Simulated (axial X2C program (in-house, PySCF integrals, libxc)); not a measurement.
## GaSi: relativistic diatomic calculation

- system: GaSi. The reference is closed-shell GaSi⁺; the roots are the vertical energy changes on adding an electron to it, which gives states of GaSi. The distance is the PBE0 minimum at charge 0.
- method: EOM-EA-CCSD, two-component X2C with atomic mean-field Coulomb and Gaunt terms, Ga dyall-acv3z, Si dyall-av3z (cores contracted) (axial X2C program (in-house, PySCF integrals, libxc))

**Results in brief**

```
                                                                                                           quantity                                                                  value
                                                                                                            outcome                                                              converged
                                                                                   HF energy of the reference GaSi⁺                                                    −2230.80392 hartree
                                                                                  MP2 energy of the reference GaSi⁺                                                    −2231.42267 hartree
CCSD energy of the reference GaSi⁺ (with the MP2 share of the virtual spinors left out of the coupled-cluster step)                                                    −2231.42323 hartree
                                                                              CCSD(T) energy of the reference GaSi⁺                                                    −2231.43911 hartree
                                           T1 diagnostic (spinor form; for a closed shell √2 times the usual value)                                                                  0.022
                                                                                                           hardware  1 thread of Arm Neoverse V1, 112 GiB of memory available, shared host
                                                                                                          wall time                                                                   33 s
                                                                                                        peak memory                                                               0.98 GiB
```

**Input**
```
{"zs": [31, 14], "q": 0, "bas": ["dyall-acv3z", "dyall-av3z"], "r0": 2.4, "eom": "ea", "thr": -2.0, "nmax": 92, "grid": [1, 0.96, 1.045, 0.92, 1.09, 1.15]}
```

The line is the task of a batch: nuclear charges, charge, bases, a first guess of the distance and further settings. This report covers the levels named above. The log is that of the reference distance 2.424 Å.

The run was one of a batch that the task file lists, launched with:
```bash
python <driver script> task.json out
```

**Log**
```
two-component X2C + atomic mean field  HF
basis functions 186  fitting functions 1045  grid points 5083
iter        total energy     max residual
   1      -2230.777242513     1.41e-01
   2      -2230.802525118     9.58e-03
   3      -2230.803297131     6.84e-03
   4      -2230.803825259     7.43e-04
   5      -2230.803885382     4.54e-04
   6      -2230.803911027     2.79e-04
   7      -2230.803922653     7.42e-05
   8      -2230.803923335     1.93e-05
   9      -2230.803923370     6.25e-06
  10      -2230.803923372     1.26e-06
converged
one-electron -3286.68949404  Coulomb 1056.45748855  exact exchange -94.63604120  xc functional 0.00000000  nuclear repulsion 94.74542473  atomic mean-field constant -0.68130141
correlated 16  virtual 296  natural virtual 88  E(MP2) -0.618744413  MP2 remainder -0.146515726
iter   CCSD correlation   residual
   1     -0.446494077   1.91e-01
   2     -0.465978388   1.06e-01
   3     -0.468860180   7.28e-02
   4     -0.470105572   5.01e-02
   5     -0.472330829   3.12e-02
   6     -0.472481708   1.62e-02
   7     -0.472483408   9.30e-03
   8     -0.472866005   6.26e-03
   9     -0.472684545   3.90e-03
  10     -0.472807496   2.19e-03
  11     -0.472769958   1.10e-03
  12     -0.472783331   5.11e-04
  13     -0.472788452   2.24e-04
  14     -0.472791773   1.17e-04
  15     -0.472791309   6.97e-05
  16     -0.472792066   4.08e-05
  17     -0.472791498   2.69e-05
  18     -0.472791168   2.07e-05
  19     -0.472790793   1.66e-05
  20     -0.472790664   1.18e-05
  21     -0.472790368   7.22e-06
  22     -0.472790487   4.32e-06
  23     -0.472790426   2.68e-06
  24     -0.472790450   1.55e-06
  25     -0.472790464   8.10e-07
(T) -0.015883162506291834  T1 0.0221  D1 0.0459  max T2 0.307
EOM-EA-CCSD roots
2*Omega      energy/Eh   energy/eV  one-particle weight
    1      -0.27257053     -7.4170      0.918
    1      -0.24980375     -6.7975      0.913
    1      -0.18996233     -5.1691      0.011
    1      -0.17255098     -4.6954      0.842
    1      -0.13120053     -3.5701      0.000
    3      -0.21795294     -5.9308      0.000
    3      -0.18602456     -5.0620      0.401
    3      -0.17757971     -4.8322      0.000
    3      -0.17564401     -4.7795      0.072
    5      -0.18466343     -5.0249      0.000
    5      -0.13218019     -3.5968      0.000
    7      -0.12500795     -3.4016      0.000
```

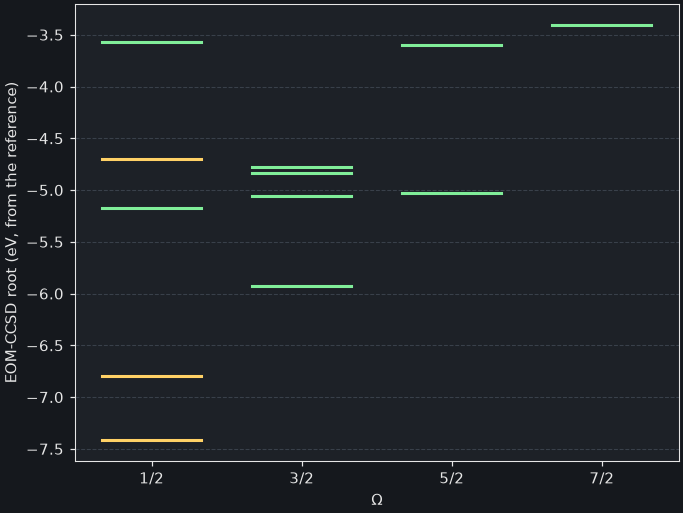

Fig. 1: EOM-CCSD roots by Ω at 2.42 Å; roots whose one-particle weight is under 0.8 have the second colour. The lowest has Ω = 1/2 and lies at −7.417 eV, with one-particle weight 0.92. 9 of the 12 roots are less well described at this level.
